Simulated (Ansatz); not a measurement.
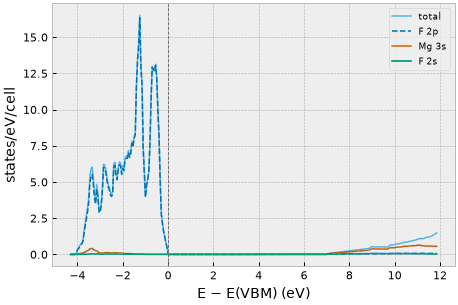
*Total and projected density of states of MgF2 (rutile, space group No. 136), PBEsol (plane waves, PAW; program Ansatz)*

**Question.** Which orbitals carry the states next to the gap?

**Answer.** Top 1 eV of the valence band: F 2p 99 %. Bottom 1 eV of the conduction band: Mg 3s 74 %, F 2s 21 %. Projections are on Löwdin-orthogonalised atomic valence shells; empty p or d shells of many metals are not among them.

**Question.** Where is the tallest occupied peak in this window, and what makes it?

**Answer.** Near -1.2 eV, about 17 states/eV per cell; the largest projected share is F 2p.

Space group P4_2/mnm (rutile). Symmetry was held in the PBEsol relaxation.

Potentials: the later of the program's two PAW sets.
